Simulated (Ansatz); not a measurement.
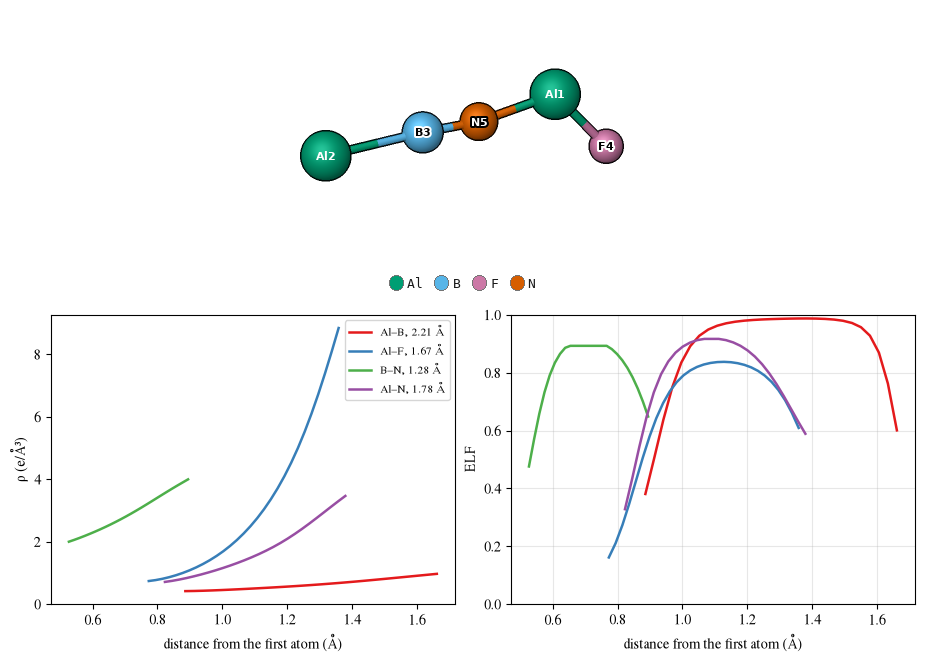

Al2BFN (SMILES [F][Al]/[N]=[B]/[Al]) (doublet). Total electron density and ELF along straight lines between neighbouring atoms. The curves leave out the atomic cores. The structure is drawn too.

Geometry: r2SCAN-D4/def2-SVP.

The calculation used isolated molecule in a Gaussian basis; Kohn-Sham density functional theory, functional PBE0 in Ansatz.

Input

```
crystal:
  periodic: [false, false, false]
  atoms:
    - {symbol: Al, position_ang: [0.061523, -1.895090, -0.905655]}
    - {symbol: Al, position_ang: [-0.597446, -2.292018, 4.299349]}
    - {symbol: B, position_ang: [-0.275828, -2.094530, 2.117160]}
    - {symbol: F, position_ang: [1.301068, -1.053337, -1.646992]}
    - {symbol: "N", position_ang: [-0.042185, -1.947516, 0.869819]}
basis:
  gaussian:
    orbitals: def2-TZVPD
magnetization:
  spin_polarized: true
  initial_magnetization: 1
hamiltonian:
  xc: {name: PBE0}
output: {forces: true, orbitals: {seedname: orbitals}}
```

Launched as:

```sh
ansatz run input.yaml --threads 1 --pin off --max-ram 2610MiB --events-out events.jsonl --progress --plain --runs-dir runs
```

Compare the contacts.

Answer. Al–B (2.21 Å): the density is about 0.51 e/Å³ at the midpoint; the ELF peaks at about 1 in the valence shell of B, 0.8 Å from its nucleus, and is about 0.95 at the midpoint.
Al–F (1.67 Å): ρ at the midpoint is about 0.86 e/Å³; the ELF peaks at about 0.85 in the valence shell of F, 0.5 Å from its nucleus, and is about 0.35 at the midpoint.
B–N (1.28 Å): ρ is about 2.5 e/Å³ halfway; the ELF peaks at about 0.90 between the atoms, as expected for a polar covalent bond.
Al–N (1.78 Å): ρ at the midpoint is about 0.84 e/Å³; the ELF peaks at about 0.90 between the atoms (a shared but strongly polarised pair).
